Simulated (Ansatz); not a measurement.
## Fields on a plane of RbCaH3 (cubic perovskite)

```
CELL_PARAMETERS angstrom
      4.39833     0.00000     0.00000
      0.00000     4.39833     0.00000
      0.00000     0.00000     4.39833
ATOMIC_POSITIONS crystal
  Rb 0.00000 0.00000 0.00000
  Ca 0.50000 0.50000 0.50000
  H  0.50000 0.00000 0.50000
  H  0.00000 0.50000 0.50000
  H  0.50000 0.50000 0.00000
```

The slice is a {100} plane (indices of the conventional cell) through the point (0.500, 0.000, 0.500) (fractional), spanned by u = [100] and v = [010] in vectors of this cell: u (4.40 Å) and v (4.40 Å, at 90° to u). It covers one period; positions are fractions (u, v).

Atoms on it: Ca at (0.00, 0.50); H at (0.00, 0.00); H at (0.50, 0.50).

All values below come from LDA (plane waves to 420 eV, PAW, scalar-relativistic; Ansatz, an electronic-structure program). k mesh 8×8×8. Near the nuclei the fields are pseudised (PAW); where an atom keeps semicore shells as valence, they peak there. RbCaH3 was relaxed with its symmetry unable to fall.

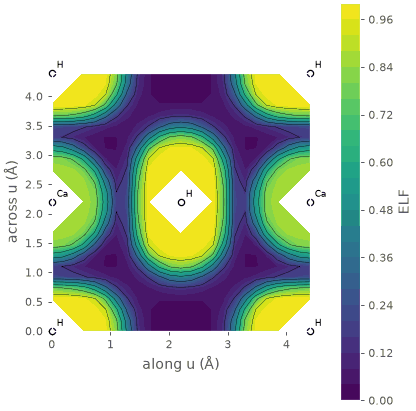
*Electron localisation function (ELF), one period of the plane, atoms marked. Points within 0.4 Å of a nucleus are left white, as the pseudised field means little there.*

| v \ u | 0.00 | 0.12 | 0.25 | 0.38 | 0.50 | 0.62 | 0.75 | 0.88 |
|---|---|---|---|---|---|---|---|---|
| 0.88 | -0.4 | -0.7 | -1.2 | -1.6 | -1.6 | -1.6 | -1.2 | -0.7 |
| 0.75 | -0.6 | -0.8 | -1.3 | -1.2 | -1.1 | -1.2 | -1.3 | -0.8 |
| 0.62 | 0.5 | 0.1 | -0.8 | -0.7 | -0.4 | -0.7 | -0.8 | 0.1 |
| 0.50 | 0.8 | 0.5 | -0.6 | -0.4 | 0.3 | -0.4 | -0.6 | 0.5 |
| 0.38 | 0.5 | 0.1 | -0.8 | -0.7 | -0.4 | -0.7 | -0.8 | 0.1 |
| 0.25 | -0.6 | -0.8 | -1.3 | -1.2 | -1.1 | -1.2 | -1.3 | -0.8 |
| 0.12 | -0.4 | -0.7 | -1.2 | -1.6 | -1.6 | -1.6 | -1.2 | -0.7 |
| 0.00 | 0.3 | -0.4 | -1.1 | -1.6 | -1.8 | -1.6 | -1.1 | -0.4 |

Values: log₁₀ of the valence density in e/Å³. The scale is logarithmic, as a density can span decades between atoms and voids.

The density on the Ca–H line (2.20 Å) at its density minimum, 1.3 Å from Ca comes out as 0.22 e/Å³ and the ELF at that point is 0.17.
